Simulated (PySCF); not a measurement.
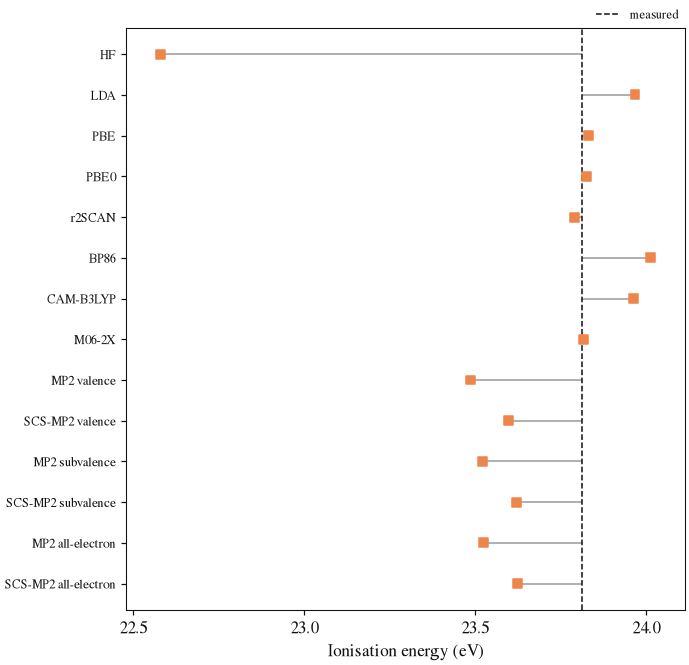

The ionisation energy of Cl⁺ ([Ne] 3s² 3p⁴ → [Ne] 3s² 3p³) across levels of theory. PySCF, aug-cc-pCVQZ-DK, spin-free X2C-1e, unrestricted single determinants, no spin-orbit coupling. Methods marked “valence” freeze 10 core electrons; methods marked “subvalence” freeze 2 core electrons; methods marked “all-electron” freeze no core electrons.

Q: Summarise the spread and list the values.

A: The values run from 22.58 eV (HF) to 24.01 eV (BP86). The measured value is 23.81 eV; nearest to it come M06-2X (+0.00) and PBE0 (+0.01), furthest HF (−1.23 eV). These values lack spin-orbit coupling; with the first-order correction of +0.040 eV added, r2SCAN comes nearest (+0.02).

```csv
Method,Ionisation energy (eV)
HF,22.58
LDA,23.97
PBE,23.83
PBE0,23.83
r2SCAN,23.79
BP86,24.01
CAM-B3LYP,23.96
M06-2X,23.82
MP2 valence,23.49
SCS-MP2 valence,23.60
MP2 subvalence,23.52
SCS-MP2 subvalence,23.62
MP2 all-electron,23.52
SCS-MP2 all-electron,23.62
```
